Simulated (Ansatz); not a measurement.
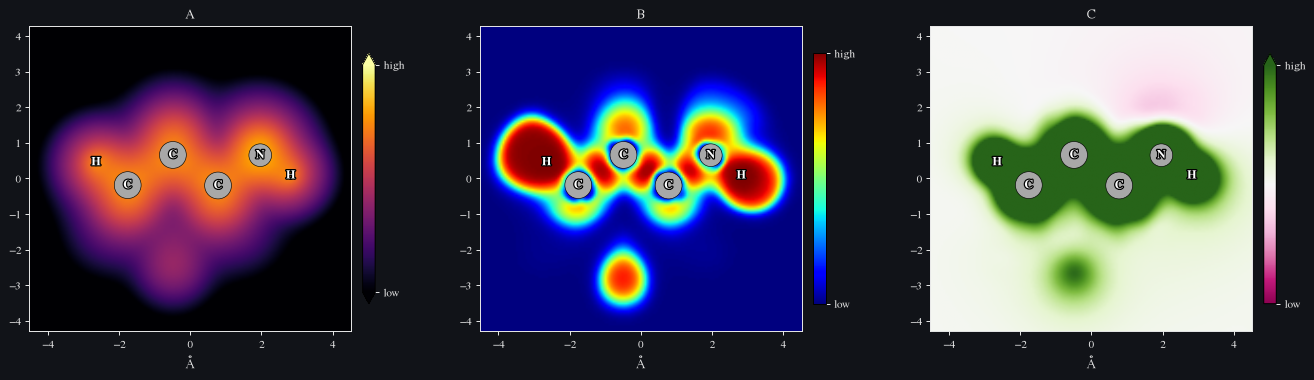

C5H12N2: 3 fields on the plane of atoms C1, N6 and H9, with unlabelled colour scales. Grey discs cover the atomic cores.

Geometry: B3LYP/def2-SVP.

Computed with isolated molecule in a Gaussian basis; Kohn-Sham density functional theory, functional PBE0 in Ansatz 0.2.0.

| atom | x (Å) | y (Å) | z (Å) |
| --- | --- | --- | --- |
| C | 0.2899 | -1.7235 | 1.7021 |
| C | 0.3219 | -0.2062 | 1.4758 |
| C | 1.4503 | 0.1980 | 0.5188 |
| C | 1.3712 | -0.6131 | -0.7853 |
| C | 0.2457 | -2.4449 | 0.3407 |
| N | -0.8804 | -2.0902 | 2.4917 |
| N | 1.3060 | -2.0566 | -0.5794 |
| H | -0.8686 | -1.6092 | 3.3920 |
| H | -0.8697 | -3.0888 | 2.7040 |
| H | 1.2533 | -2.0080 | 2.1887 |
| H | 0.4235 | 0.3189 | 2.4427 |
| H | -0.6563 | 0.0926 | 1.0575 |
| H | 1.4044 | 1.2793 | 0.3017 |
| H | 2.4300 | 0.0156 | 0.9988 |
| H | 2.2297 | -0.3864 | -1.4390 |
| H | 0.4652 | -0.3095 | -1.3429 |
| H | 2.2053 | -2.3986 | -0.2398 |
| H | 0.2822 | -3.5387 | 0.4889 |
| H | -0.7324 | -2.2234 | -0.1241 |

Which field does each panel show? The fields are: electron density, electron localisation function and electrostatic potential.

Panel A: electron density. Panel B: electron localisation function. Panel C: electrostatic potential (strongly positive close to the atoms, with negative regions outside electron-rich atoms). From the grid: C–N (1.46 Å): the density is about 1.9 e/Å³ at the midpoint; the ELF peaks at about 0.95 between the atoms (localised, covalent bonding). C–C (1.53 Å): ρ is about 1.6 e/Å³ halfway; the ELF peaks at about 0.95 between the atoms (a shared electron pair).
